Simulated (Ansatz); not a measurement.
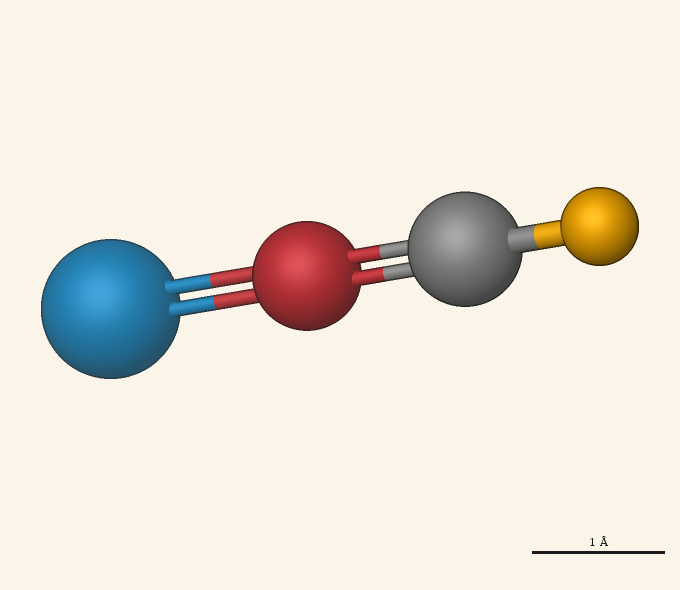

The picture shows a molecular structure as a ball-and-stick model. Colours: boron grey, carbon red, selenium blue, hydrogen orange.

The computed structure is the end point of a PBE0-D4/def2-TZVP optimisation. No frequency run is at hand to confirm it as a minimum.

Description:

The molecule is CHBSe. As SMILES it reads `B=C=[Se]`. Among its groups: B–H bond. The point group is C∞v. All atoms lie on one line. Coordination: 1 B linear; 1 C linear.

More results for the same structure follow; atom numbers are the same in all pictures, views and colours differ.

## Geometry

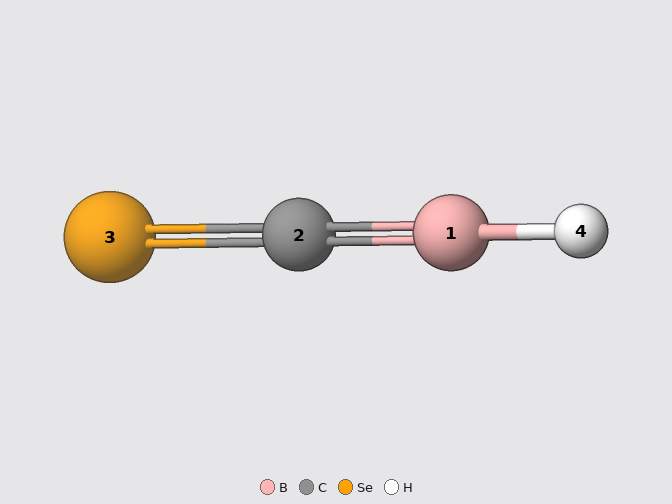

No frequency run is at hand to confirm it as a minimum.

Give these bond angles: C2–B1–H4, B1–C2–Se3.

| angle | degrees |
| --- | --- |
| C2–B1–H4 | 180.0 |
| B1–C2–Se3 | 180.0 |

## Electronic properties

No frequency run is at hand to confirm it as a minimum. Properties computed with RKS PBE0-D4/def2-TZVPP (Ansatz 0.2.0).

Predict the main results.

- HOMO energy (Kohn–Sham orbital): −5.75 eV
- LUMO energy (Kohn–Sham orbital): −4.31 eV
- HOMO–LUMO gap: 1.44 eV

## Dipole moment

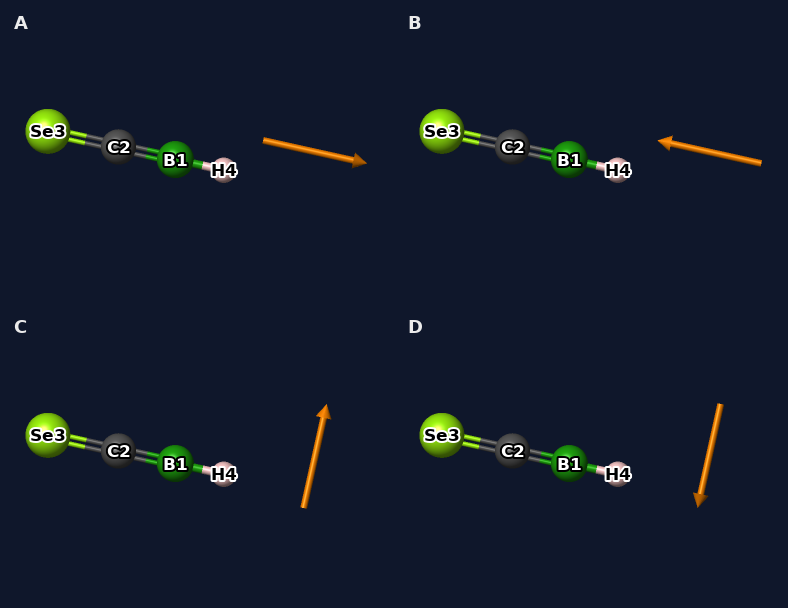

The same molecule four times, each with an arrow. No frequency run is at hand to confirm it as a minimum. Properties computed with RKS PBE0-D4/def2-TZVP (Ansatz 0.2.0).

Which arrow points along the dipole moment, from the negative to the positive end?

Answer. A. The dipole moment is 0.54 D; it points from the side of Se3 to the side of H4 (the outermost atoms at the two ends).

## Charges

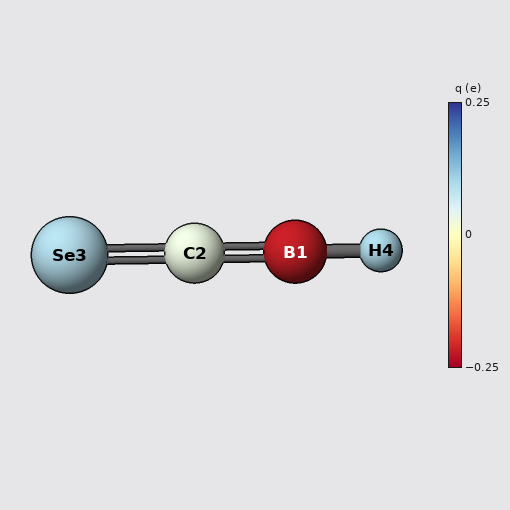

Atoms are coloured by their Mulliken charges. No frequency run is at hand to confirm it as a minimum. Method: RKS PBE0-D4/def2-TZVP (Ansatz 0.2.0).

Give the Mulliken charges atom by atom.

```tsv
atom	value (e)
B1	−0.22
C2	0.03
Se3	0.09
H4	0.10
```

Mulliken values depend strongly on the basis set and can even reverse the polarity of a bond.
